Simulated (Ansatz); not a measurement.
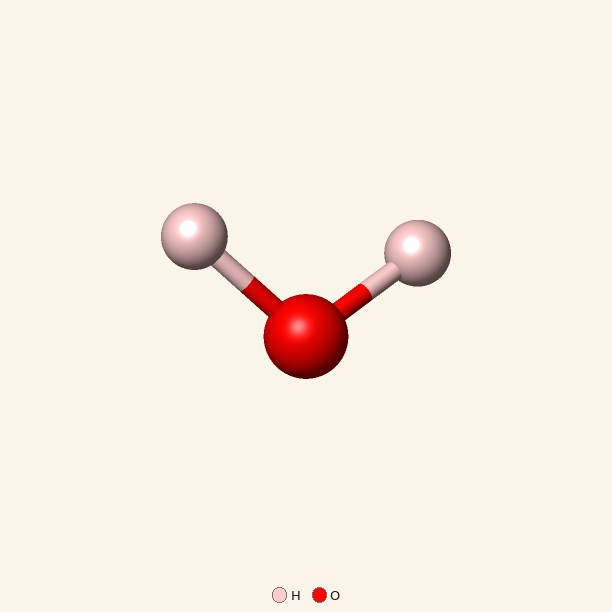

Rendered structure (ball-and-stick style).

Computed geometry: PBE0-D4/def2-TZVP optimisation.

Description:

It has 3 atoms: 2 hydrogen and 1 oxygen (H2O). This geometry has C2v symmetry. Coordination: 1 O bent.

The parts below concern this one geometry. Atoms keep their numbers from picture to picture.

## Electronic properties

Level of theory: RKS PBE0-D4/def2-TZVPP (Ansatz 0.2.0).

What does the calculation give?

- HOMO energy (Kohn–Sham orbital): −8.90 eV
- LUMO energy (Kohn–Sham orbital): 0.85 eV
- HOMO–LUMO gap: 9.75 eV

## Dipole moment

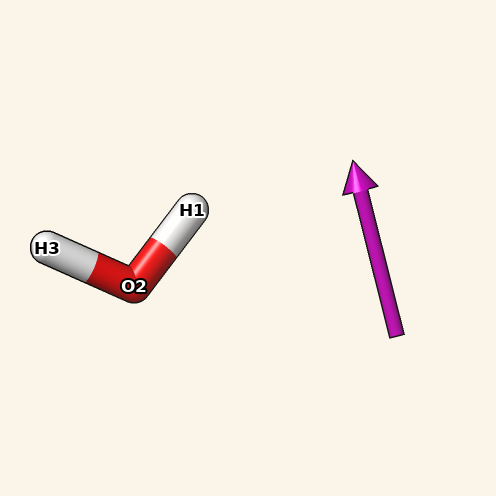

The arrow beside the molecule shows the direction of the dipole moment, from the negative to the positive end (its length means nothing). Level of theory: RKS PBE0-D4/def2-TZVP (Ansatz 0.2.0).

**How large is the dipole moment?**

2.07 D; it points from the side of O2 to the side of H1, H3 (the outermost atoms at the two ends).

## Vibrations

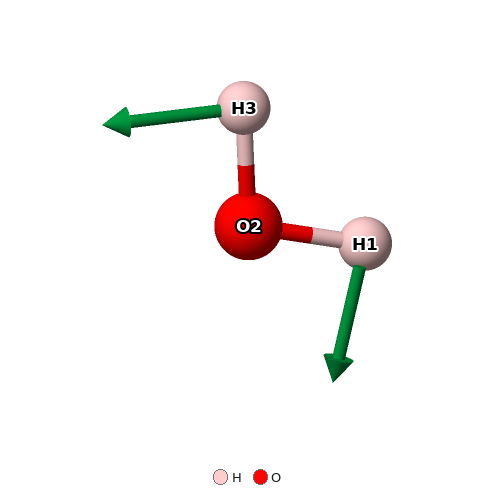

The arrows show one normal mode. Harmonic vibrations computed with RKS PBE0-D4/def2-TZVP (Ansatz 0.2.0) at a stationary point of the same level.

**What kind of motion is it?**

Mostly H–O–H bending.

**At what wavenumber does it lie?**

1623 cm⁻¹; it is mode 1 of 3 counted from the lowest.
